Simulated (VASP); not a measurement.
Band structure of Te2Pt (space group P-3m1). All values below come from PBE GGA, VASP's PBE PAW potentials (set 64) (plane waves; VASP).

Unless said otherwise, spin-orbit coupling is left out, though it shifts the bands of the heavy elements here.

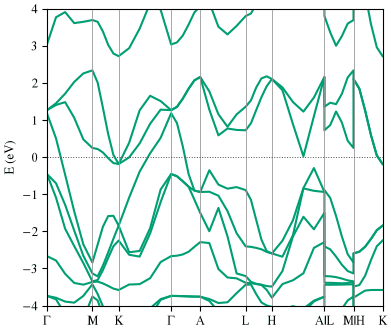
Figure: Bands along high-symmetry lines, zero at the valence-band maximum or, without a gap, the Fermi level

Task: Read the plot: is there a gap, and where are the band edges?

Result: It has no gap at this level: it comes out as a metal or semimetal.

The structure comes from a computed database's Te2Pt entry; how it stands against other phases isn't given here. The cell was not relaxed at this level.
